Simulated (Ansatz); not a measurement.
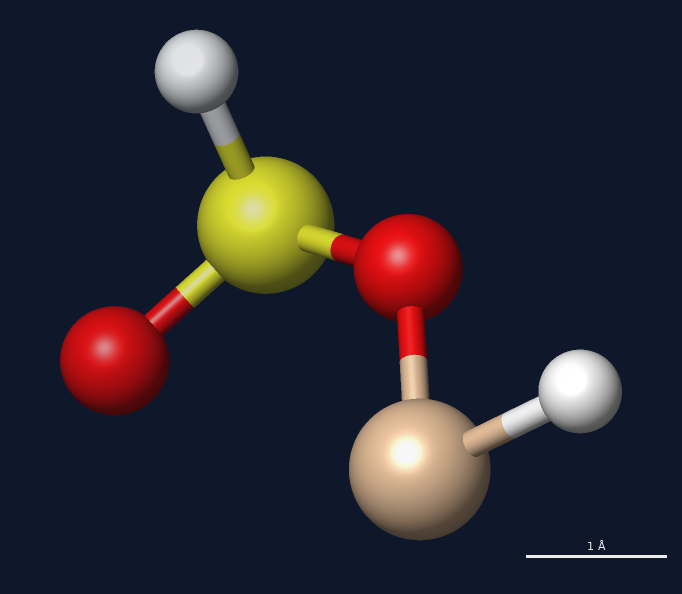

Rendered structure (ball-and-stick style). Every bond is drawn as one stick, whatever its order. Colours: oxygen red, silicon light orange, sulfur yellow, hydrogen white.

Question: What is the molecular formula?

Answer: H₂O₂SSi, 6 atoms: 2 hydrogen, 2 oxygen, 1 sulfur and 1 silicon.

Question: Count the bonded pairs by element.

Answer: 2 O–S, 1 O–Si, 1 S–H, 1 Si–H. Sticks follow a distance rule.

Question: Which point group does it belong to?

Answer: C1.

More results for the same structure follow; atom numbers are the same in all pictures, views and colours differ. The computed structure is the end point of a PBE0-D4/def2-TZVP optimisation. No frequency run is at hand to confirm it as a minimum.

**Electronic properties**

No frequency run is at hand to confirm it as a minimum. Properties computed with RKS PBE0-D4/def2-TZVPP (Ansatz 0.2.0).

What does the calculation give?

- HOMO energy (Kohn–Sham orbital): −6.91 eV
- LUMO energy (Kohn–Sham orbital): −2.51 eV
- HOMO–LUMO gap: 4.40 eV

**Dipole moment**

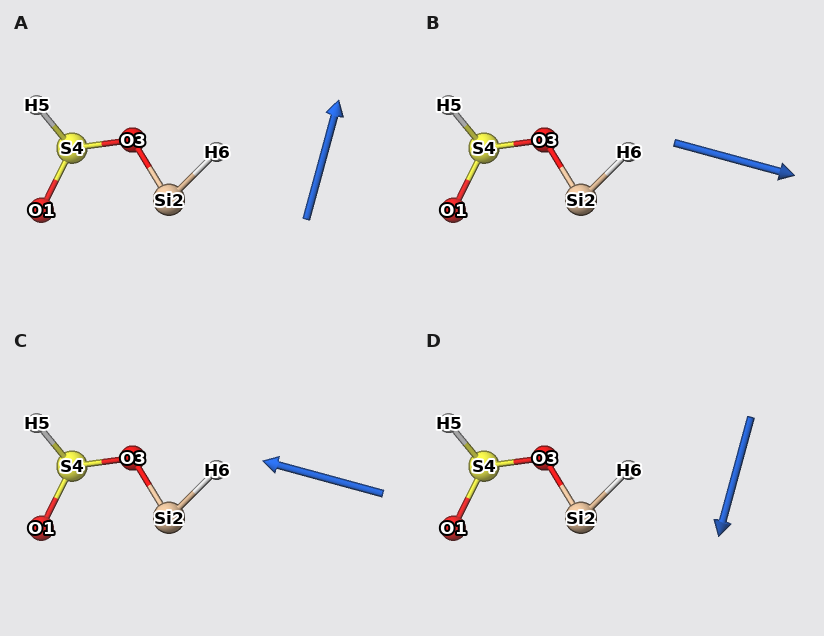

The same molecule four times, each with an arrow. No frequency run is at hand to confirm it as a minimum. Properties computed with RKS PBE0-D4/def2-TZVP (Ansatz 0.2.0).

Question: Which arrow points along the dipole moment, from the negative to the positive end?

Answer: A. The dipole moment is 2.14 D; it points from the side of O1 to the side of H6 (the outermost atoms at the two ends).

**Charges**

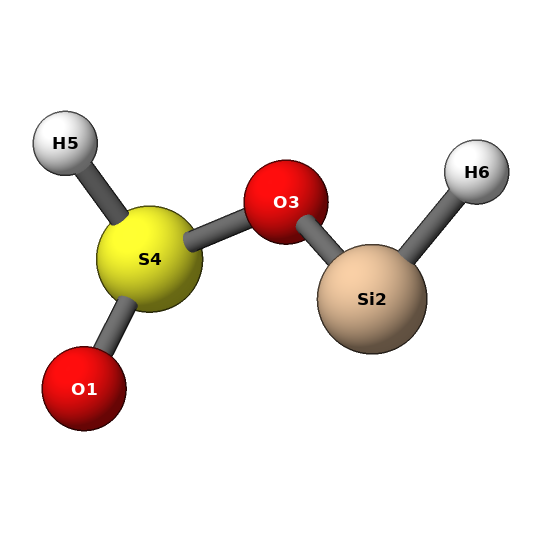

The questions are on Mulliken charges. No frequency run is at hand to confirm it as a minimum. Method: RKS PBE0-D4/def2-TZVP (Ansatz 0.2.0).

Question: Which atom carries the highest charge (most positive or least negative)?

Answer: S4 (0.48 e).

Question: And the lowest?

Answer: O1 (−0.45 e).

List the Mulliken charges.

```tsv
atom	value (e)
O1	−0.45
Si2	0.24
O3	−0.34
S4	0.48
H5	0.11
H6	−0.04
```

Mulliken values depend strongly on the basis set and can even reverse the polarity of a bond.
